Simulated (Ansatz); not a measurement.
# What KTaSe3 (model cell, started as cubic perovskite with Ta in the octahedra) distorts into, part 2 of 3

Wanted: the energy along a soft mode of KTaSe3 (model cell, started as cubic perovskite with Ta in the octahedra) and the structure at the end.

Ansatz 0.2.0; DFT LDA, scalar-relativistic, plane waves, PAW.

So far, highest frequency on the path or at a solved wavevector (cm⁻¹): step 2 (response at finite wavevector) 304. Also lowest frequency on the path (cm⁻¹): step 2 -50.9.

The structure was built from a prototype and need not be the compound's stable phase.

**5. Energy along the mode, all amplitudes (two of the runs are shown above)**

An imaginary frequency means negative curvature, so the energy should fall and then rise again as anharmonic terms take over.

Numbers from this step:

| Quantity | Value |
| --- | --- |
| depth at the lowest point sampled | 16.96 meV/atom |
| largest atomic shift at that point | 0.45 Å |

Energy from the parent against largest atomic shift:

| largest atomic shift (Å) | energy from the parent (meV/atom) |
| --- | --- |
| 0.000 | 0 |
| 0.040 | -0.195 |
| 0.080 | -0.759 |
| 0.140 | -2.24 |
| 0.220 | -5.70 |
| 0.320 | -11.8 |
| 0.450 | -17.0 |
| 0.600 | -12.0 |

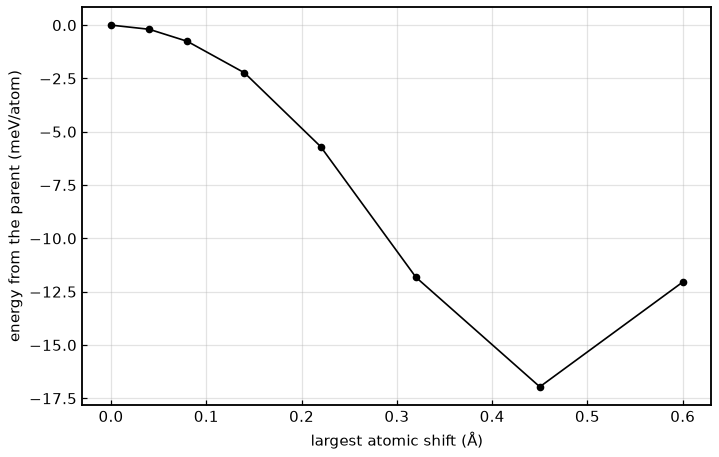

Energy from the parent against largest atomic shift.

Displacement at unit largest shift by atom:

| atom | x (Å) | y (Å) | z (Å) | size |
| --- | --- | --- | --- | --- |
| K1 | 0.00 | 0.00 | 0.00 | 0.00 |
| K2 | 0.00 | 0.00 | 0.00 | 0.00 |
| Ta3 | 0.00 | 0.00 | 0.00 | 0.00 |
| Ta4 | 0.00 | 0.00 | 0.00 | 0.00 |
| Se5 | 0.00 | 1.00 | 0.00 | 1.00 |
| Se6 | 0.00 | -1.00 | 0.00 | 1.00 |
| Se7 | 0.00 | 0.00 | 1.00 | 1.00 |
| Se8 | 0.00 | 0.00 | -1.00 | 1.00 |
| Se9 | 0.00 | 0.00 | 0.00 | 0.00 |
| Se10 | 0.00 | 0.00 | 0.00 | 0.00 |

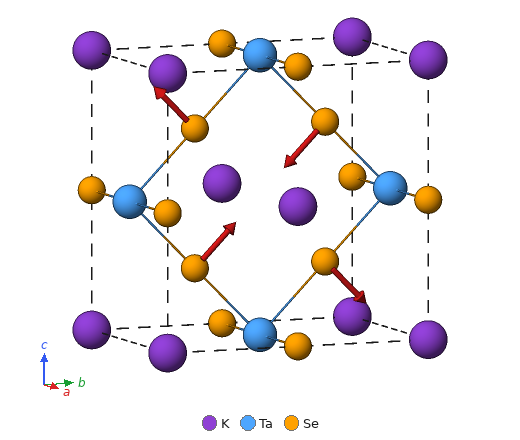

Displacement at unit largest shift as arrows, the longest 1 Å. Some periodic images of atoms are drawn too.

The lowest of the steps tried is at 0.45 Å, 17.0 meV/atom below the parent; the bottom of the well need not coincide with a step.

**6. Relaxation from the frozen mode**

Starting from the lowest point found, all atoms and the cell are let go, so that strain and other modes of the same symmetry can join in.

input.yaml

```yaml
crystal:
  lattice:
    - [-4.9979636076, 0.0, 0.0]
    - [0.0, -4.9979636076, -4.9979636076]
    - [0.0, -4.9979636076, 4.9979636076]
  atoms:
    - { symbol: K, position: [0.0, 1.0, 0.0] }
    - { symbol: K, position: [0.0, 0.5, 0.5] }
    - { symbol: Ta, position: [0.5, 0.0, 0.5] }
    - { symbol: Ta, position: [0.5, 0.5, 0.0] }
    - { symbol: Se, position: [0.5, 0.704981665, 0.704981665] }
    - { symbol: Se, position: [0.5, 0.295018335, 0.295018335] }
    - { symbol: Se, position: [0.5, 0.204981665, 0.795018335] }
    - { symbol: Se, position: [0.5, 0.795018335, 0.204981665] }
    - { symbol: Se, position: [0.0, 0.0, 0.5] }
    - { symbol: Se, position: [0.0, 0.5, 0.0] }
kpoints:
  mp_grid: { grid: [6, 4, 4] }
hamiltonian:
  xc: lda
scf:
  occupations: { method: methfessel_paxton, width: 0.15 }
output:
  forces: true
  stress: true
  eigenvalues: true
relax:
  adjacent_minimum: "off"
  f_tol: 0.002
  max_steps: 120
  cell: { stress_tol: 0.03 }
```

Run with:

```sh
> ansatz run input.yaml --threads 8 --pin off --max-ram 14336MiB --backend cpu --events-out ev --progress --plain --runs-dir out
```

Numbers of over 12 decimals in the logs are rounded to 6 here.

What it wrote:

```text
[...]
Crystal: 10 atoms, lattice volume = 249.695 Å³
Basis set: ecut = 420 eV, 4933 PW (Γ)
Bands: 84, of which v1, the nominal top of the filled ones, is band 70 counted from 1 (69 counted from 0)
Symmetry: 16 space group operations
[...]
k-points: 24 of 96
[...]
SCF iter   1: F=—  HF=-54665.253707 eV  |F-HF|=—  |Δ(HF+E_count)|=         —  Δρ=5.43e-3  dr2=7.28e-2  ethr=1.77e-3  ⟨swp⟩=6.2  Hψ=7163  notcnv=0  defer=5
[...]
SCF iter   8: F=-54665.242940 eV  HF=-54665.242940 eV  |F-HF|=4.21e-9  |Δ(HF+E_count)|=   1.29e-8  S|Δr|=    0.00e0  Δρ=9.62e-7  dr2=4.27e-9  ethr=5.02e-11  ⟨swp⟩=2.8  Hψ=6366  notcnv=0
SCF 1 converged in 8 iterations: F = -54665.242940 eV  dr2 = 4.27e-9
[...]
relax step   1: F+E_penalty+E_count = -54665.24293993 eV  Δ(F+E_penalty+E_count) = +0.000e0 eV  max|allowed force component| = 3.436e-2 eV/Å  Δτ_max = 0.0000 Å  P = -1.366 GPa  Ω = 249.695 Å³  (8 SCF iters, dr2 threshold 1.00e-7 eV, accepted)
Crystal: 10 atoms, lattice volume = 241.901 Å³
Basis set: ecut = 420 eV, 4789 PW (Γ)
[...]
SCF iter   6: F=-54665.323388 eV  HF=-54665.323389 eV  |F-HF|=7.43e-7  |Δ(HF+E_count)|=   5.15e-6  S|Δr|=    0.00e0  Δρ=2.04e-5  dr2=9.62e-7  ethr=7.14e-10  ⟨swp⟩=6.2  Hψ=10777  notcnv=0
SCF 2 converged in 6 iterations: F = -54665.323388 eV  dr2 = 9.62e-7
relax step   2: F+E_penalty+E_count = -54665.32338846 eV  Δ(F+E_penalty+E_count) = -8.045e-2 eV  max|allowed force component| = 1.575e-1 eV/Å  Δτ_max = 0.0448 Å  P = +0.709 GPa  Ω = 241.901 Å³  energy of the carried Pulay correction = +1.244e-3 eV  (6 SCF iters, dr2 threshold 1.00e-6 eV, accepted)
Crystal: 10 atoms, lattice volume = 240.784 Å³
Basis set: ecut = 420 eV, 4741 PW (Γ)
[...]
SCF iter   7: F=-54665.376824 eV  HF=-54665.376824 eV  |F-HF|=1.65e-8  |Δ(HF+E_count)|=   4.70e-7  S|Δr|=    0.00e0  Δρ=3.08e-6  dr2=1.20e-8  ethr=8.49e-11  ⟨swp⟩=4.0  Hψ=6860  notcnv=0
SCF 3 converged in 7 iterations: F = -54665.376824 eV  dr2 = 1.20e-8
relax step   3: F+E_penalty+E_count = -54665.37682385 eV  Δ(F+E_penalty+E_count) = -5.344e-2 eV  max|allowed force component| = 7.893e-2 eV/Å  Δτ_max = 0.1078 Å  P = +0.189 GPa  Ω = 240.784 Å³  energy of the carried Pulay correction = +1.426e-3 eV  (7 SCF iters, dr2 threshold 1.00e-6 eV, accepted)
[...]
relax step   4: F+E_penalty+E_count = -54665.39127532 eV  Δ(F+E_penalty+E_count) = -1.445e-2 eV  max|allowed force component| = 4.941e-2 eV/Å  Δτ_max = 0.1189 Å  P = -0.073 GPa  Ω = 238.214 Å³  energy of the carried Pulay correction = +1.847e-3 eV  (7 SCF iters, dr2 threshold 3.89e-7 eV, accepted)
[...]
relax step   5: F+E_penalty+E_count = -54665.39358851 eV  Δ(F+E_penalty+E_count) = -2.313e-3 eV  max|allowed force component| = 6.996e-3 eV/Å  Δτ_max = 0.0135 Å  P = -0.042 GPa  Ω = 238.510 Å³  energy of the carried Pulay correction = +1.798e-3 eV  (6 SCF iters, dr2 threshold 4.75e-7 eV, accepted)
[...]
relax step   6: F+E_penalty+E_count = -54665.39373113 eV  Δ(F+E_penalty+E_count) = -1.426e-4 eV  max|allowed force component| = 4.695e-4 eV/Å  Δτ_max = 0.0052 Å  P = -0.000 GPa  Ω = 238.234 Å³  energy of the carried Pulay correction = +1.844e-3 eV  (6 SCF iters, dr2 threshold 2.67e-8 eV, accepted)
[...]
SCF iter   7: F=-54665.392282 eV  HF=-54665.392282 eV  |F-HF|=0.00e0  |Δ(HF+E_count)|=  1.89e-10  S|Δr|=    0.00e0  Δρ=4.81e-8  dr2=6.93e-12  ethr=1.00e-12  ⟨swp⟩=3.3  Hψ=8298  notcnv=0
SCF 7 converged in 7 iterations: F = -54665.392282 eV  dr2 = 6.93e-12
relax step   7: F+E_penalty+E_count = -54665.39228216 eV  Δ(F+E_penalty+E_count) = +1.449e-3 eV  max|allowed force component| = 5.144e-4 eV/Å  Δτ_max = 0.0000 Å  P = -0.003 GPa  Ω = 238.234 Å³  stress off target by 6.55e-3 GPa  SCF on the basis re-selected at this cell (its energy is not comparable with the rows above)  (7 SCF iters)
basis re-selected at this cell: Δ(F+E_penalty+E_count) = +1.449e-3 eV, ΔP = -0.003 GPa vs the last step (what re-selecting the basis moved, of the pressure what is left beyond the Pulay correction that the steps carried, after the strain that the cell walked since its last selection, with what the two solves' SCF thresholds leave and, on support functions, any second-order correction that the steps lacked; it is no m [...]
SCF converged after 7 iterations
[...]
Free energy (F): -54665.392282 eV
[...]
Internal energy: -54665.394180 eV  (E = F + TS)
E sigma→0 (E₀):  -54665.392757 eV
Entropy (-TS):   0.001898 eV (0.190 meV/atom)
Fermi energy:    8.913759 eV
[...]
--- Forces (eV/Å), atoms counted from 1 ---
  atom   1  K     -0.00000000     0.00000000     0.00000000
  atom   2  K     -0.00000000    -0.00000000     0.00000000
  atom   3  Ta    -0.00000000     0.00000000    -0.00000000
  atom   4  Ta    -0.00000000     0.00000000    -0.00000000
  atom   5  Se     0.00000000     0.00051435    -0.00000000
  atom   6  Se    -0.00000000    -0.00051435     0.00000000
  atom   7  Se    -0.00000000     0.00000000     0.00051435
  atom   8  Se     0.00000000    -0.00000000    -0.00051435
  atom   9  Se     0.00000000     0.00000000    -0.00000000
  atom  10  Se    -0.00000000    -0.00000000    -0.00000000
  max |Σ_I F_I| component: 8.67e-19 eV/Å
--- Stress (GPa, compression-positive) ---
        0.002599       0.000000      -0.000000
       -0.000000      -0.006549      -0.000000
       -0.000000      -0.000000      -0.006549
  P = ⅓ Tr σ = -0.0035 GPa (-0.035 kbar)
--- Band table (eV; the first three rows and the last of 24) ---
  k-point 0: bands = [... 66 lower, 7.9924, 8.3231, 8.3231, 8.4831, 8.6206, 8.9911, 8.9911, 9.7982, ... 10 higher]
  k-point 1: bands = [... 66 lower, 7.7084, 7.8134, 8.1667, 8.4520, 9.0521, 9.1917, 9.6954, 10.5438, ... 10 higher]
  k-point 2: bands = [... 66 lower, 7.4049, 7.4049, 8.3064, 8.3064, 9.9449, 9.9449, 10.0419, 10.0419, ... 10 higher]
  k-point 23: bands = [... 66 lower, 7.1592, 7.1592, 8.8042, 8.8042, 10.1780, 10.1780, 10.8087, 10.8087, ... 10 higher]
--- Relaxed structure (6 steps of the walk, 6 accepted, 1 SCFs on fresh bases) ---
  F+E_penalty+E_count = -54665.39228216 eV   max|allowed force component| = 5.144e-4 eV/Å   (the final SCF, on the basis selected at the relaxed cell)
  cell:  # Å, volume = 238.2344 Å³
    - [-5.138444, 0, 0]
    - [0, -4.814724, -4.814724]
    - [0, -4.814724, 4.814724]
  atoms:
    - { symbol: K, position: [0, 1.0, 0.0] }
    - { symbol: K, position: [0, 0.5, 0.5] }
    - { symbol: Ta, position: [0.5, 0.0, 0.5] }
    - { symbol: Ta, position: [0.5, 0.5, 0.0] }
    - { symbol: Se, position: [0.5, 0.678656, 0.678656] }
    - { symbol: Se, position: [0.5, 0.321344, 0.321344] }
    - { symbol: Se, position: [0.5, 0.178656, 0.821344] }
    - { symbol: Se, position: [0.5, 0.821344, 0.178656] }
    - { symbol: Se, position: [0, 0.0, 0.5] }
    - { symbol: Se, position: [0, 0.5, 0.0] }
```

It took 39 s on 8 threads of Intel Xeon Platinum 8375C at 2.90GHz (Ice Lake), shared host; peak memory 1.4 GiB; 4.4 min of CPU time.

The steps of the relaxation:

| step | energy less that of the first step (eV) | largest force component (eV/Å) | pressure (GPa) | volume (Å³) |
| --- | --- | --- | --- | --- |
| 1 | 0.0000 | 0.0344 | -1.37 | 249.69 |
| 2 | -0.0804 | 0.1575 | 0.71 | 241.90 |
| 3 | -0.1339 | 0.0789 | 0.19 | 240.78 |
| 4 | -0.1483 | 0.0494 | -0.07 | 238.21 |
| 5 | -0.1506 | 0.0070 | -0.04 | 238.51 |
| 6 | -0.1508 | 0.0005 | 0.00 | 238.23 |
| 7* | -0.1493 | 0.0005 | 0.00 | 238.23 |

Relaxation steps marked * repeat the geometry before them on a plane-wave basis chosen anew for their cell, so energy and pressure can jump there.

Forces are held to the 16 operations that the run works with; a distortion that breaks them can't arise in this run.

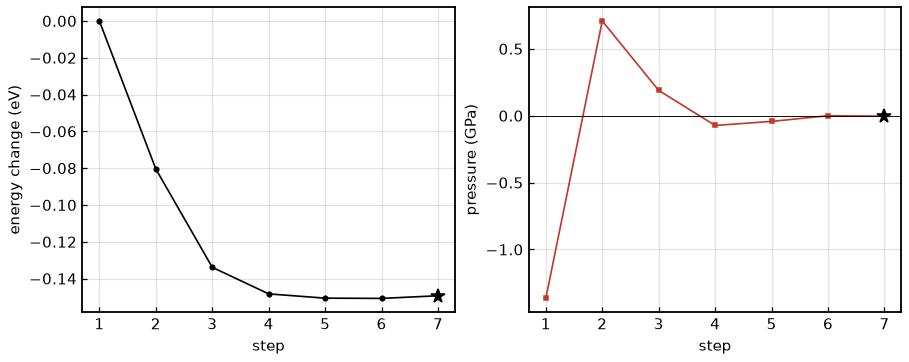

Energy and pressure along the relaxation. Stars mark steps on a basis chosen anew.

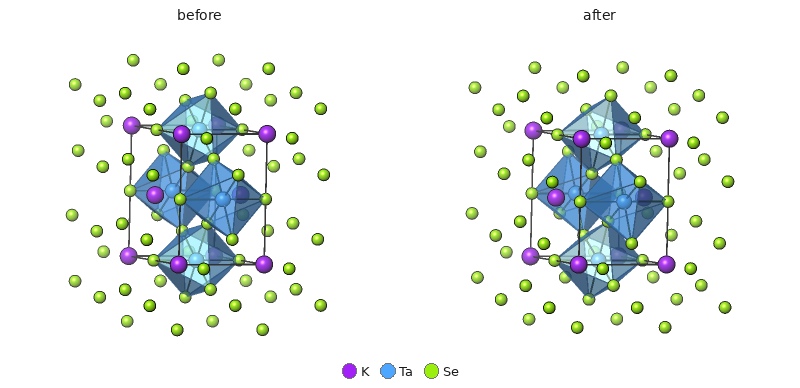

Before and after, at one scale.

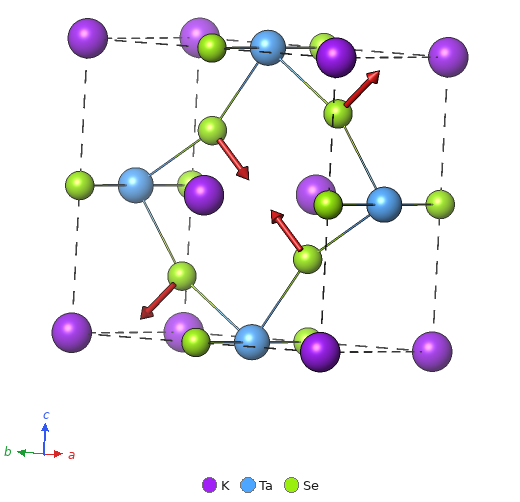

Displacements in the relaxation, exaggerated, measured against the changing cell; the longest in the cell stands for 0.25 Å. Some periodic images of atoms are drawn too.

| cell as run | before | after | change |
| --- | --- | --- | --- |
| a (Å) | 4.998 | 5.138 | +2.8 % |
| b (Å) | 7.068 | 6.809 | -3.7 % |
| c (Å) | 7.068 | 6.809 | -3.7 % |
| volume (Å³/atom) | 24.97 | 23.82 | -4.6 % |

The atoms that moved most (Å, as changes of fractional coordinates times the final cell):

| atom | dx | dy | dz | length |
| --- | --- | --- | --- | --- |
| Se6 | 0.000 | -0.254 | 0.000 | 0.254 |
| Se8 | 0.000 | 0.000 | -0.254 | 0.254 |
| Se7 | 0.000 | 0.000 | 0.254 | 0.254 |
| Se5 | 0.000 | 0.254 | 0.000 | 0.254 |

This step gave:

```yaml
pressure: -0.003500 GPa
volume_per_atom: 23.82 Å³
```

The distorted start has space group P4/mbm; the relaxation ends in P4/mbm.

[end of part 2 of 3]

[Logs are printed without paths, hosts, clocks, repeated set-up lines and the standing remarks that a program may print on its own settings, such as how far it seeks lower states.]

[Hosts, paths, dates, database ids (printed as entryN), source tags and the programs' standing remarks are cut or masked in the printed files.]
